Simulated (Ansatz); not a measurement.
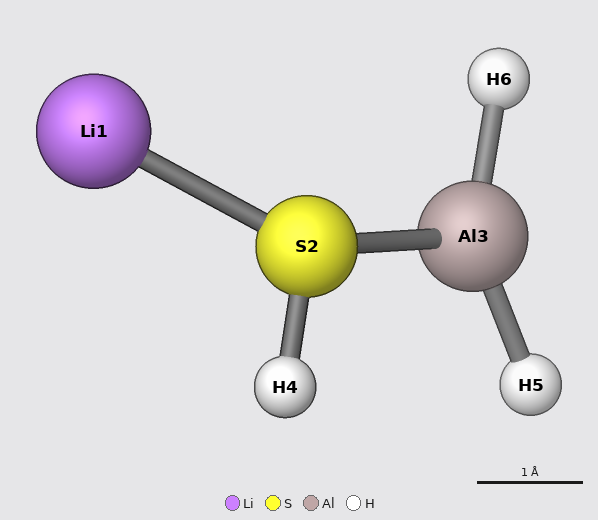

The species has charge +1 and is a spin singlet. Computed geometry: PBE-D4/def2-SVP optimisation. No frequency run is at hand to confirm it as a minimum.

**Describe the coordination of atom 3.**

Al3 has 3 neighbours (S2 at 2.28, H5 at 1.58, H6 at 1.58 Å); the arrangement is trigonal planar.

**Which bond is the longest?**

Li1–S2, 2.331 Å.
